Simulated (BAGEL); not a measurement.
# FCI/STO-3G (density fitting with qzvpp-jkfit) run of BOF (fluoro(oxo)borane)

What is the vertical singlet–triplet gap of BOF (fluoro(oxo)borane) at FCI/STO-3G (density fitting with qzvpp-jkfit)? 

The calculation is run with BAGEL 1.2.2.

## (1) Starting point

The species is BOF (3 atoms), meant as a singlet with charge 0. As SMILES, `O=BF`. The coordinates come from a PBE0-D4/def2-TZVP relaxation.

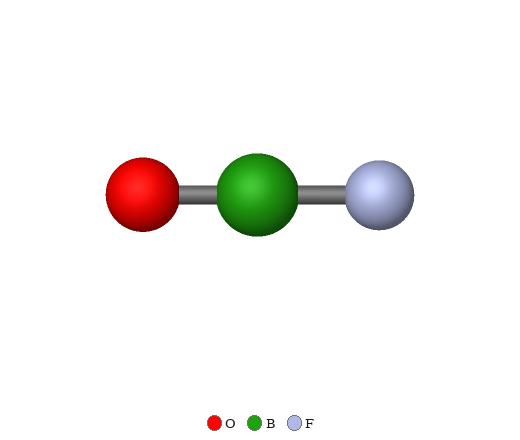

Viewed from a chosen angle; oxygen red, boron green, fluorine light blue.

## (2) The energy at FCI/STO-3G (density fitting with qzvpp-jkfit)

Contents of input.json:

```json
{ "bagel" : [

{
  "title" : "molecule",
  "basis" : "sto-3g",
  "df_basis" : "qzvpp-jkfit",
  "angstrom" : true,
  "geometry" : [
    { "atom" : "O", "xyz" : [       0.983100,      -0.565100,       0.479900 ] },
    { "atom" : "B", "xyz" : [       0.020300,      -0.011600,       0.009900 ] },
    { "atom" : "F", "xyz" : [      -1.003400,       0.576800,      -0.489800 ] }
  ]
},

{
  "title" : "hf"
},

{
  "title" : "fci",
  "nstate" : 1,
  "ncore" : 3
}

]}
```

Command:

```sh
$ BAGEL_NUM_THREADS=1 BAGEL input.json > input.out
```

Output:

```text
* using 1 threads per process

  ===============================================================
  ===============================================================

  *** Geometry ***

  { "atom" : "O", "xyz" : [      1.857790,     -1.067884,      0.906880 ] },
  { "atom" : "B", "xyz" : [      0.038361,     -0.021921,      0.018708 ] },
  { "atom" : "F", "xyz" : [     -1.896151,      1.089994,     -0.925588 ] },

  Number of auxiliary basis functions:      229

  Since a DF basis is specified, we compute 2- and 3-index integrals:
    o Being stored without compression. Storage requirement is 0.000 GB

  Number of basis functions:       15
  Number of electrons      :       22

    * METHOD: MOLECULE                             0.05

  *** RHF ***

  === Nuclear Repulsion ===
    51.4389501297

      * DIIS with orbital gradients will be used.

  === RHF iteration (sto-3g) ===
      0       -196.18309172          0.04817376           0.00
      1       -196.25542150          0.04016880           0.00
      2       -196.32688475          0.00328930           0.00
[... 8 lines of this table left out ...]
     11       -196.32807848          0.00000000           0.00
    * SCF iteration converged.

    * Permanent dipole moment:
           (    0.478472,    -0.275106,     0.233581) a.u.

    * METHOD: HF                                   0.07

  ---------------------------
        FCI calculation
  ---------------------------

  Performs exactly the same way as Knowles & Handy 1984 CPL

  o alpha-beta strings
      length:           990
  o size of the space
      determinant space:  245025
      spin-adapted space: 70785

  o single displacement lists (alpha)
      length:         19800
  o single displacement lists (beta)
      length:         19800

     guess   0:   closed 11111111....         open ............

  === FCI iteration ===

      0  0      -196.32807848     1.11e-03      0.51
      1  0      -196.45103358     6.00e-04      0.50
      2  0      -196.47773726     2.60e-04      0.50
[... 16 lines of this table left out ...]
     19  0 *    -196.48396856     9.68e-11      0.47

     * ci vector, state   0, <S^2> = -0.0000
       22222222....     0.9501576035
       222222.2.2..    -0.0993100931
       2222222.2...    -0.0993100893
       222222baba..     0.0750653917
       222222abab..     0.0750653917
       222222aabb..     0.0576334874
       222222bbaa..     0.0576334874

    * METHOD: FCI                                 10.28

  ===============================================================
```

Wall time 11 s (1 thread of Arm Neoverse N1, shared host); peak memory 0.41 GiB.

## (3) The triplet

Contents of input.json:

```json
{ "bagel": [

{
  "title": "molecule",
  "basis": "sto-3g",
  "df_basis": "qzvpp-jkfit",
  "angstrom": true,
  "geometry": [
    { "atom": "O", "xyz": [       0.983100,      -0.565100,       0.479900 ] },
    { "atom": "B", "xyz": [       0.020300,      -0.011600,       0.009900 ] },
    { "atom": "F", "xyz": [      -1.003400,       0.576800,      -0.489800 ] }
  ]
},

{ "title": "hf" },

{ "title": "fci", "nstate": 1, "ncore": 3, "nspin": 2 }

]}
```

Command:

```sh
$ BAGEL_NUM_THREADS=1 BAGEL input.json > input.out
```

Output:

```text
* using 1 threads per process

  ===============================================================
  ===============================================================

  *** Geometry ***

  { "atom" : "O", "xyz" : [      1.857790,     -1.067884,      0.906880 ] },
  { "atom" : "B", "xyz" : [      0.038361,     -0.021921,      0.018708 ] },
  { "atom" : "F", "xyz" : [     -1.896151,      1.089994,     -0.925588 ] },

  Number of auxiliary basis functions:      229

  Since a DF basis is specified, we compute 2- and 3-index integrals:
    o Being stored without compression. Storage requirement is 0.000 GB

  Number of basis functions:       15
  Number of electrons      :       22

    * METHOD: MOLECULE                             0.05

  *** RHF ***

  === Nuclear Repulsion ===
    51.4389501297

      * DIIS with orbital gradients will be used.

[... 6 lines left out ...]
    * SCF iteration converged.
[... 1 line left out ...]
    * Permanent dipole moment:
[... 51 lines left out ...]
     * ci vector, state   0, <S^2> = 2.0000
       2222222aa...     0.6691458473
       222222a2.a..    -0.6691457660
       22222a22..a.     0.0887694484
       222a2222.a..    -0.0787466227
       2222a222a...    -0.0787466105
       222222baaa..     0.0607897200
       222222aaab..     0.0607897143
       222222aaba..    -0.0607897098
       222222abaa..    -0.0607897040
       2a222222..a.     0.0581328744
       22a22222..a.    -0.0554891525
       222222.aa2..    -0.0500758964
       222222a.2a..     0.0500758907

    * METHOD: FCI                                 10.99

  ===============================================================
```

Wall time 11 s (1 thread of Arm Neoverse N1, shared host); peak memory 0.31 GiB.

## (4) Outcome

Level: FCI/STO-3G (density fitting with qzvpp-jkfit), 3 core orbitals frozen.

```
                                        quantity          value
                           singlet: total energy  -196.48397 Eh
                           triplet: total energy  -196.18130 Eh
vertical energy of the triplet above the singlet       8.236 eV
```

What this shows: At this shape the triplet lies 8.24 eV (795 kJ/mol) above the singlet. In a minimal basis such a difference can be off by several eV, whatever the method.
